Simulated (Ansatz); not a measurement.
## C3H7GaO: geometry relaxation

System: C3H7GaO.
Method: RKS PBE0-D4/def2-TZVP (Ansatz 0.2.0).

The geometry: PBE-D4/def2-SVP start. Figures and captions count atoms from 1; the log counts them from 0 in places.

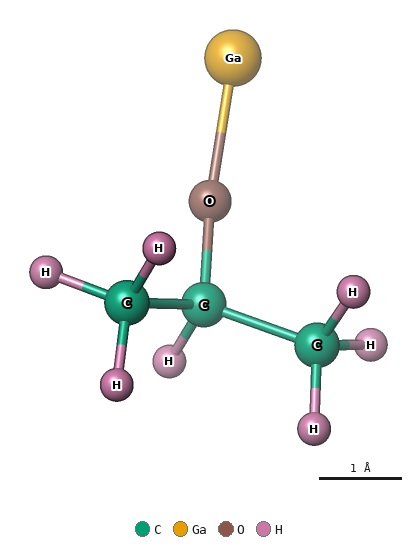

Fig. 1: The input geometry (ball-and-stick view, seen at a tilt). Sticks mark near contacts. Bond lengths as drawn: C–C 1.53 Å, C–H 1.11 to 1.12 Å, C–O 1.41 Å and Ga–O 1.81 Å.

The input
```yaml
crystal:
  periodic: [false, false, false]
  atoms:
    - {symbol: C, position_ang: [-1.301230, 0.046896, 0.393265]}
    - {symbol: C, position_ang: [0.175046, 0.408959, 0.205604]}
    - {symbol: C, position_ang: [1.076637, -0.829135, 0.192361]}
    - {symbol: Ga, position_ang: [0.407079, 1.679931, -2.709231]}
    - {symbol: O, position_ang: [0.350414, 1.156187, -0.974045]}
    - {symbol: H, position_ang: [-1.927313, 0.961145, 0.387504]}
    - {symbol: H, position_ang: [-1.467786, -0.483867, 1.353236]}
    - {symbol: H, position_ang: [-1.643228, -0.611828, -0.432801]}
    - {symbol: H, position_ang: [0.484529, 1.052588, 1.066595]}
    - {symbol: H, position_ang: [2.134769, -0.535314, 0.044073]}
    - {symbol: H, position_ang: [1.001656, -1.393071, 1.144961]}
    - {symbol: H, position_ang: [0.786526, -1.507591, -0.637622]}
basis:
  gaussian: {orbitals: def2-TZVP}
hamiltonian: {xc: pbe0, dispersion: d4}
relax: {f_tol: 0.005, max_steps: 150}
```

Launched with:
```bash
ansatz run in.yaml --threads 4 --pin off --events-out ev --progress --plain --max-ram 10444MiB
```

Output
```
Functional definition: PBE0
  name "PBE0"
  cite "Adamo & Barone, J. Chem. Phys. 110, 6158 (1999) doi:10.1063/1.478522"
  cite "Perdew, Burke & Ernzerhof, Phys. Rev. Lett. 77, 3865 (1996) doi:10.1103/PhysRevLett.77.3865"
  parent pbe
  parameter a = 0.25
  parameter kappa = 0.804
  parameter beta = 0.06672455060314922
  exchange = (1 - a)*pbe_x(kappa = kappa, mu = beta*pi^2/3) + a*exact_x
  correlation = pbe_c(beta = beta)
1412 factors; their error is unknown
mean field evaluation 1: about -57627.5648 eV, gradient 7.6e1 eV
mean field evaluation 2: about -57531.4219 eV, gradient 2.0e2 eV
mean field evaluation 4: about -57639.6913 eV, gradient 1.0e1 eV
mean field evaluation 8: about -57639.9321 eV, gradient 2.5e-1 eV
mean field evaluation 16: about -57640.1052 eV, gradient 7.2e-3 eV
mean field -57640.10521802 eV, -2118.2347968958 hartree, gradient 4.2e-5 eV, S^2 0.000000; 0 other end points of the search recorded, 0 dependent functions left out
the calculation of the forces begins
reference -57640.10525214 eV, -2118.2347981495 hartree; 32, 32 occupied and 182, 182 virtual orbitals, 1412 factors
relax step   1: F+E_penalty+E_count = -57640.32734974 eV  Δ(F+E_penalty+E_count) = +0.000e0 eV  max|allowed force component| = 5.136e-1 eV/Å  Δτ_max = 0.0000 Å  (30 SCF iters, accepted)
these checks for a lower state are left out or cut short: starts, cluster_reference, orbital_swaps, neighbouring_geometries, increment
1412 factors; their error is unknown
mean field -57640.14569889 eV, -2118.2362845403 hartree, gradient 1.8e-5 eV, S^2 0.000000; 0 other end points of the search recorded, 0 dependent functions left out
the calculation of the forces begins
reference -57640.14573273 eV, -2118.2362857837 hartree; 32, 32 occupied and 182, 182 virtual orbitals, 1412 factors
relax step   2: F+E_penalty+E_count = -57640.36946780 eV  Δ(F+E_penalty+E_count) = -4.212e-2 eV  max|allowed force component| = 2.666e-1 eV/Å  Δτ_max = 0.0229 Å  (33 SCF iters, accepted)
these checks for a lower state are left out or cut short: starts, cluster_reference, orbital_swaps, neighbouring_geometries, increment
1412 factors; their error is unknown
mean field evaluation 32: about -57640.1501 eV, gradient 6.9e-3 eV
mean field -57640.15005319 eV, -2118.2364445577 hartree, gradient 1.7e-5 eV, S^2 0.000000; 0 other end points of the search recorded, 0 dependent functions left out
the calculation of the forces begins
reference -57640.15008687 eV, -2118.2364457954 hartree; 32, 32 occupied and 182, 182 virtual orbitals, 1412 factors
relax step   3: F+E_penalty+E_count = -57640.37467167 eV  Δ(F+E_penalty+E_count) = -5.204e-3 eV  max|allowed force component| = 3.552e-2 eV/Å  Δτ_max = 0.0152 Å  (33 SCF iters, accepted)
these checks for a lower state are left out or cut short: starts, cluster_reference, orbital_swaps, neighbouring_geometries, increment
1412 factors; their error is unknown
mean field -57640.15001773 eV, -2118.2364432546 hartree, gradient 1.7e-5 eV, S^2 0.000000; 0 other end points of the search recorded, 0 dependent functions left out
the calculation of the forces begins
reference -57640.15005140 eV, -2118.2364444920 hartree; 32, 32 occupied and 182, 182 virtual orbitals, 1412 factors
relax step   4: F+E_penalty+E_count = -57640.37474024 eV  Δ(F+E_penalty+E_count) = -6.857e-5 eV  max|allowed force component| = 1.411e-2 eV/Å  Δτ_max = 0.0025 Å  (33 SCF iters, accepted)
these checks for a lower state are left out or cut short: starts, cluster_reference, orbital_swaps, neighbouring_geometries, increment
1412 factors; their error is unknown
mean field -57640.15003754 eV, -2118.2364439827 hartree, gradient 1.7e-5 eV, S^2 0.000000; 0 other end points of the search recorded, 0 dependent functions left out
the calculation of the forces begins
reference -57640.15007121 eV, -2118.2364452202 hartree; 32, 32 occupied and 182, 182 virtual orbitals, 1412 factors
relax step   5: F+E_penalty+E_count = -57640.37474785 eV  Δ(F+E_penalty+E_count) = -7.616e-6 eV  max|allowed force component| = 5.192e-3 eV/Å  Δτ_max = 0.0006 Å  (33 SCF iters, accepted)
these checks for a lower state are left out or cut short: starts, cluster_reference, orbital_swaps, neighbouring_geometries, increment
1412 factors; their error is unknown
mean field -57640.15000688 eV, -2118.2364428560 hartree, gradient 1.7e-5 eV, S^2 0.000000; 0 other end points of the search recorded, 0 dependent functions left out
the calculation of the forces begins
reference -57640.15004055 eV, -2118.2364440934 hartree; 32, 32 occupied and 182, 182 virtual orbitals, 1412 factors
relax step   6: F+E_penalty+E_count = -57640.37475570 eV  Δ(F+E_penalty+E_count) = -7.849e-6 eV  max|allowed force component| = 3.370e-3 eV/Å  Δτ_max = 0.0017 Å  (33 SCF iters, accepted)
these checks for a lower state are left out or cut short: starts, cluster_reference, orbital_swaps, neighbouring_geometries, increment
1412 factors; their error is unknown
mean field -57640.14981498 eV, -2118.2364358036 hartree, gradient 1.7e-5 eV, S^2 0.000000; 0 other end points of the search recorded, 0 dependent functions left out
the calculation of the forces begins
reference -57640.14984863 eV, -2118.2364370404 hartree; 32, 32 occupied and 182, 182 virtual orbitals, 1412 factors
relax step   7: F+E_penalty+E_count = -57640.37478517 eV  Δ(F+E_penalty+E_count) = -2.946e-5 eV  max|allowed force component| = 5.178e-3 eV/Å  Δτ_max = 0.0110 Å  (32 SCF iters, accepted)
these checks for a lower state are left out or cut short: starts, cluster_reference, orbital_swaps, neighbouring_geometries, increment
1412 factors; their error is unknown
mean field evaluation 64: about -57639.9322 eV, gradient 4.1e-2 eV
mean field -57640.10985065 eV, -2118.2349671418 hartree, gradient 1.6e-5 eV, S^2 0.000000; 0 other end points of the search recorded, 0 dependent functions left out
the calculation of the forces begins
reference -57640.10988438 eV, -2118.2349683813 hartree; 32, 32 occupied and 182, 182 virtual orbitals, 1412 factors
relax step   8: F+E_penalty+E_count = -57640.33553464 eV  Δ(F+E_penalty+E_count) = +3.925e-2 eV  max|allowed force component| = 1.480e0 eV/Å  Δτ_max = 0.0323 Å  (31 SCF iters, rejected (line search))
these checks for a lower state are left out or cut short: starts, cluster_reference, orbital_swaps, neighbouring_geometries, increment
1412 factors; their error is unknown
mean field -57640.14970812 eV, -2118.2364318768 hartree, gradient 1.7e-5 eV, S^2 0.000000; 0 other end points of the search recorded, 0 dependent functions left out
the calculation of the forces begins
reference -57640.14974176 eV, -2118.2364331131 hartree; 32, 32 occupied and 182, 182 virtual orbitals, 1412 factors
relax step   9: F+E_penalty+E_count = -57640.37480593 eV  Δ(F+E_penalty+E_count) = -2.076e-5 eV  max|allowed force component| = 1.568e-3 eV/Å  Δτ_max = 0.0077 Å  (33 SCF iters, accepted)
these checks for a lower state are left out or cut short: starts, cluster_reference, orbital_swaps, neighbouring_geometries, increment
1412 factors; their error is unknown
mean field -57640.14950029 eV, -2118.2364242392 hartree, gradient 1.7e-5 eV, S^2 0.000000; 0 other end points of the search recorded, 0 dependent functions left out
the calculation of the forces begins
reference -57640.14953392 eV, -2118.2364254749 hartree; 32, 32 occupied and 182, 182 virtual orbitals, 1412 factors
relax step  10: F+E_penalty+E_count = -57640.37481193 eV  Δ(F+E_penalty+E_count) = -6.001e-6 eV  max|allowed force component| = 4.090e-3 eV/Å  Δτ_max = 0.0114 Å  (33 SCF iters, accepted)
1412 factors; their error is unknown
mean field evaluation 96: about -57639.9704 eV, gradient 1.5e0 eV
```

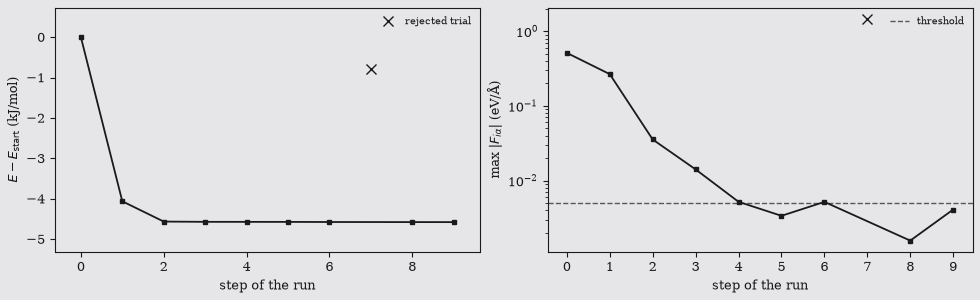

Fig. 2: Progress of the relaxation, step by step (the first geometry is step 0 here and step 1 in the log).

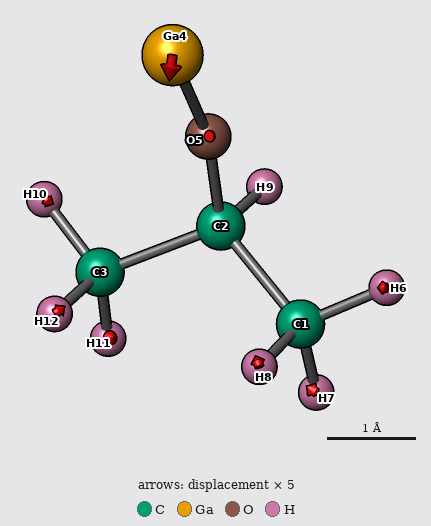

Fig. 3: The starting structure with the displacements as red arrows, magnified 5 times (ball-and-stick view, seen at a tilt). The two geometries are laid on each other by the best rigid fit. Ga4 moves most after the best rigid fit: 0.064 Å. Largest moves by element: Ga 0.064 Å, H 0.032 Å, O 0.022 Å, C 0.016 Å. Distances before and after: Ga4–O5 1.813 → 1.789 Å, C2–H9 1.119 → 1.100 Å, C1–H6 1.108 → 1.092 Å, C1–C2 1.532 → 1.518 Å. Among the angles that change: C2–O5–Ga4 163.6° → 161.1°. The energy falls by 4.58 kJ/mol in 9 geometry steps. Largest force component: 0.51 eV/Å at the start, 0.0041 eV/Å at the end. The line search rejected the trial step at point 7 (counted from 0) and went back. (Atoms are counted from 1 in the order of the input.)

```
mean field -57640.14950029 eV, -2118.2364242392 hartree, gradient 1.7e-5 eV, S^2 0.000000; 1 other end points of the search recorded, 0 dependent functions left out
the calculation of the forces begins
reference -57640.14953392 eV, -2118.2364254749 hartree; 32, 32 occupied and 182, 182 virtual orbitals, 1412 factors
Total energy: -57640.37484556 eV, -2118.2447055248 hartree
Atom 0 at    -1.286953     0.047903     0.387063 Å, force    -0.000417    -0.002156     0.002290 eV/Å
Atom 1 at     0.176715     0.411700     0.211012 Å, force    -0.001311    -0.001756    -0.002792 eV/Å
Atom 2 at     1.065892    -0.818975     0.188704 Å, force    -0.000578    -0.001854     0.002068 eV/Å
Atom 3 at     0.387913     1.625410    -2.681356 Å, force    -0.000035    -0.000097     0.000912 eV/Å
Atom 4 at     0.355032     1.163022    -0.953820 Å, force     0.001689     0.004090    -0.003338 eV/Å
Atom 5 at    -1.905270     0.947618     0.389075 Å, force     0.000669     0.000198     0.000246 eV/Å
Atom 6 at    -1.448974    -0.485295     1.327542 Å, force     0.000230     0.000450     0.000448 eV/Å
Atom 7 at    -1.616517    -0.595660    -0.433990 Å, force     0.000557     0.000076    -0.000489 eV/Å
Atom 8 at     0.479839     1.039667     1.062264 Å, force    -0.000164    -0.000538     0.000275 eV/Å
Atom 9 at     2.110096    -0.531795     0.050864 Å, force    -0.000278     0.000522     0.000313 eV/Å
Atom 10 at     0.982194    -1.381262     1.122448 Å, force     0.000142     0.000579     0.000497 eV/Å
Atom 11 at     0.777133    -1.477433    -0.635906 Å, force    -0.000505     0.000486    -0.000429 eV/Å
Dipole moment:    -0.032223    -0.092259     0.004537 e Å
```

Trajectory as extended XYZ (Å, eV, eV/Å), 9 of the 10 frames kept, from step=1 to step=10
```
12
Properties=species:S:1:pos:R:3:forces:R:3 step=1 energy=-57640.32735
C    -1.3012    0.0469    0.3933   -0.1751  -0.0557  -0.0295
C     0.1750    0.4090    0.2056    0.0655   0.1444   0.1462
C     1.0766   -0.8291    0.1924    0.0935  -0.1527  -0.0471
Ga    0.4071    1.6799   -2.7092   -0.0214  -0.1636   0.4936
O     0.3504    1.1562   -0.9740   -0.0372  -0.0861  -0.0897
H    -1.9273    0.9611    0.3875    0.3183  -0.4267   0.0052
H    -1.4678   -0.4839    1.3532    0.1054   0.2492  -0.4522
H    -1.6432   -0.6118   -0.4328    0.1767   0.3065   0.3909
H     0.4845    1.0526    1.0666   -0.1476  -0.3063  -0.4427
H     2.1348   -0.5353    0.0441   -0.5136  -0.1205   0.0759
H     1.0017   -1.3931    1.1450    0.0148   0.2824  -0.4459
H     0.7865   -1.5076   -0.6376    0.1208   0.3290   0.3954
12
Properties=species:S:1:pos:R:3:forces:R:3 step=2 energy=-57640.36947
C    -1.2909    0.0446    0.3901   -0.0455   0.0061   0.0055
C     0.1757    0.4101    0.2076    0.0030   0.0054   0.0102
C     1.0670   -0.8239    0.1911    0.0393  -0.0257  -0.0020
Ga    0.4029    1.6650   -2.6924   -0.0110  -0.0867   0.2666
O     0.3497    1.1525   -0.9667   -0.0008   0.0249  -0.1379
H    -1.9115    0.9482    0.3863    0.0820  -0.1240   0.0031
H    -1.4514   -0.4829    1.3393    0.0252   0.0710  -0.1283
H    -1.6247   -0.6076   -0.4285    0.0586   0.0915   0.1130
H     0.4822    1.0472    1.0581   -0.0490  -0.0997  -0.1401
H     2.1145   -0.5349    0.0462   -0.1414  -0.0418   0.0221
H     0.9879   -1.3811    1.1336    0.0077   0.0777  -0.1274
H     0.7758   -1.4922   -0.6308    0.0320   0.1014   0.1152
12
Properties=species:S:1:pos:R:3:forces:R:3 step=3 energy=-57640.37467
C    -1.2884    0.0456    0.3892    0.0144  -0.0075  -0.0077
C     0.1746    0.4077    0.2053    0.0050   0.0085   0.0213
C     1.0657   -0.8216    0.1904   -0.0169   0.0044  -0.0048
Ga    0.4010    1.6571   -2.6795   -0.0018  -0.0094   0.0228
O     0.3491    1.1504   -0.9650    0.0016   0.0120  -0.0355
H    -1.9069    0.9449    0.3864   -0.0009   0.0076  -0.0001
H    -1.4471   -0.4805    1.3340   -0.0001  -0.0048   0.0071
H    -1.6195   -0.6036   -0.4260   -0.0110  -0.0102  -0.0104
H     0.4794    1.0415    1.0511    0.0059   0.0125   0.0119
H     2.1089   -0.5344    0.0474    0.0057   0.0051  -0.0006
H     0.9853   -1.3764    1.1286   -0.0019  -0.0044   0.0074
H     0.7750   -1.4859   -0.6281    0.0000  -0.0138  -0.0112
12
Properties=species:S:1:pos:R:3:forces:R:3 step=4 energy=-57640.37474
C    -1.2875    0.0451    0.3888   -0.0008   0.0049   0.0014
C     0.1753    0.4093    0.2064   -0.0054  -0.0141  -0.0010
C     1.0646   -0.8213    0.1902    0.0040   0.0032   0.0010
Ga    0.4001    1.6549   -2.6791   -0.0007  -0.0014  -0.0017
O     0.3493    1.1510   -0.9648    0.0032   0.0084  -0.0012
H    -1.9062    0.9445    0.3867   -0.0036   0.0007   0.0005
H    -1.4460   -0.4817    1.3334   -0.0006  -0.0008   0.0009
H    -1.6188   -0.6039   -0.4271    0.0017   0.0009   0.0004
H     0.4803    1.0435    1.0523   -0.0004  -0.0007  -0.0015
H     2.1082   -0.5344    0.0478    0.0032  -0.0018   0.0000
H     0.9835   -1.3767    1.1283    0.0001  -0.0010   0.0008
H     0.7741   -1.4854   -0.6291   -0.0006   0.0017   0.0005
12
Properties=species:S:1:pos:R:3:forces:R:3 step=5 energy=-57640.37475
C    -1.2877    0.0454    0.3889    0.0007   0.0008  -0.0001
C     0.1752    0.4090    0.2062   -0.0019  -0.0052   0.0015
C     1.0650   -0.8213    0.1903    0.0000   0.0011   0.0000
Ga    0.4000    1.6546   -2.6792   -0.0008  -0.0016  -0.0014
O     0.3493    1.1511   -0.9649    0.0021   0.0052   0.0006
H    -1.9065    0.9447    0.3870   -0.0001  -0.0004   0.0002
H    -1.4463   -0.4817    1.3334   -0.0001  -0.0001  -0.0001
H    -1.6191   -0.6035   -0.4271    0.0001   0.0002   0.0002
H     0.4802    1.0432    1.0522   -0.0001   0.0001  -0.0009
H     2.1087   -0.5344    0.0481   -0.0001  -0.0004   0.0002
H     0.9837   -1.3769    1.1282    0.0000  -0.0002  -0.0002
H     0.7747   -1.4853   -0.6292    0.0001   0.0003   0.0002
12
Properties=species:S:1:pos:R:3:forces:R:3 step=7 energy=-57640.37478
C    -1.2876    0.0463    0.3878    0.0000  -0.0014  -0.0004
C     0.1757    0.4098    0.2085    0.0015   0.0052  -0.0031
C     1.0654   -0.8205    0.1892   -0.0009  -0.0010  -0.0003
Ga    0.3953    1.6428   -2.6794   -0.0005  -0.0008  -0.0015
O     0.3523    1.1575   -0.9591   -0.0006  -0.0030   0.0046
H    -1.9060    0.9460    0.3853   -0.0004  -0.0006   0.0015
H    -1.4483   -0.4814    1.3316   -0.0002   0.0000   0.0000
H    -1.6180   -0.6019   -0.4292    0.0012   0.0013  -0.0008
H     0.4797    1.0405    1.0574   -0.0002  -0.0003  -0.0009
H     2.1089   -0.5330    0.0468    0.0001  -0.0008   0.0015
H     0.9849   -1.3780    1.1261    0.0001  -0.0002   0.0000
H     0.7747   -1.4832   -0.6313   -0.0002   0.0017  -0.0006
12
Properties=species:S:1:pos:R:3:forces:R:3 step=8 energy=-57640.33553 accepted=F
C    -1.2830    0.0398    0.3862    0.0454   0.5400   0.1404
C     0.1846    0.4382    0.1962   -0.4455  -1.4796   0.8606
C     1.0576   -0.8222    0.1886    0.3147   0.4291   0.1062
Ga    0.3881    1.6241   -2.6786   -0.0007  -0.0142   0.0602
O     0.3510    1.1491   -0.9494    0.1702   0.7105  -0.9964
H    -1.9095    0.9402    0.3985    0.0420  -0.1138  -0.0552
H    -1.4491   -0.4848    1.3315    0.0928  -0.0543  -0.0656
H    -1.6064   -0.5920   -0.4398   -0.0447  -0.1216  -0.0800
H     0.4803    1.0415    1.0569    0.1023   0.2483   0.1831
H     2.1098   -0.5401    0.0605   -0.1107  -0.0538  -0.0404
H     0.9820   -1.3822    1.1249   -0.1114   0.0195  -0.0402
H     0.7717   -1.4667   -0.6417   -0.0543  -0.1101  -0.0727
12
Properties=species:S:1:pos:R:3:forces:R:3 step=9 energy=-57640.37481
C    -1.2872    0.0469    0.3876   -0.0003   0.0005   0.0003
C     0.1761    0.4107    0.2091    0.0003   0.0004   0.0016
C     1.0654   -0.8198    0.1891    0.0005   0.0001   0.0003
Ga    0.3923    1.6358   -2.6806   -0.0003  -0.0004  -0.0013
O     0.3534    1.1597   -0.9574   -0.0001  -0.0006   0.0010
H    -1.9057    0.9464    0.3880   -0.0005   0.0002   0.0000
H    -1.4476   -0.4837    1.3298   -0.0004  -0.0003  -0.0005
H    -1.6175   -0.5990   -0.4313    0.0003   0.0001  -0.0003
H     0.4798    1.0404    1.0589    0.0001   0.0004  -0.0001
H     2.1094   -0.5327    0.0496    0.0005  -0.0002  -0.0001
H     0.9827   -1.3792    1.1247    0.0000  -0.0005  -0.0006
H     0.7760   -1.4806   -0.6334   -0.0001   0.0002  -0.0003
12
Properties=species:S:1:pos:R:3:forces:R:3 step=10 energy=-57640.37481
C    -1.2870    0.0479    0.3871   -0.0004  -0.0022   0.0023
C     0.1767    0.4117    0.2110   -0.0013  -0.0018  -0.0028
C     1.0659   -0.8190    0.1887   -0.0006  -0.0019   0.0021
Ga    0.3879    1.6254   -2.6814    0.0000  -0.0001   0.0009
O     0.3550    1.1630   -0.9538    0.0017   0.0041  -0.0033
H    -1.9053    0.9476    0.3891    0.0007   0.0002   0.0002
H    -1.4490   -0.4853    1.3275    0.0002   0.0004   0.0004
H    -1.6165   -0.5957   -0.4340    0.0006   0.0001  -0.0005
H     0.4798    1.0397    1.0623   -0.0002  -0.0005   0.0003
H     2.1101   -0.5318    0.0509   -0.0003   0.0005   0.0003
H     0.9822   -1.3813    1.1224    0.0001   0.0006   0.0005
H     0.7771   -1.4774   -0.6359   -0.0005   0.0005  -0.0004
```

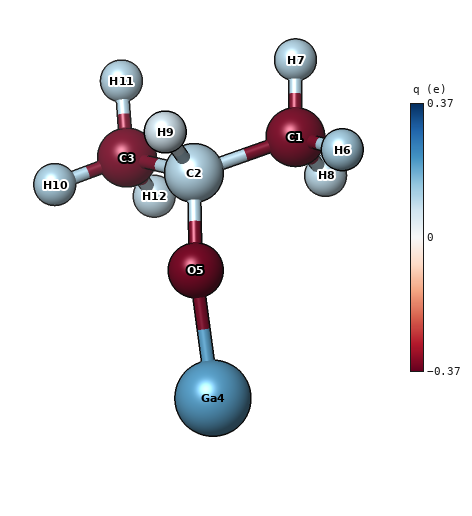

Fig. 4: Mulliken charges, as the colour of each atom (ball-and-stick view, seen at a tilt; atoms are numbered from 1 in the order of the input). By element: C −0.35 to +0.11, Ga +0.20, O −0.35 and H +0.06 to +0.12 e.

Summary

```tsv
quantity	value
outcome	converged
total energy	−57640.3748 eV
mean-field energy	−57640.1495 eV
dispersion energy	−0.2253 eV
SCF solution under orbital rotations	stable
largest force (length of the vector) at the end	0.006 eV/Å
dipole moment	0.47 D
hardware	4 threads of Arm Neoverse V1, 23 GiB of memory available, shared host
wall time	47 s (CPU time 3 min)
peak memory	0.64 GiB
```
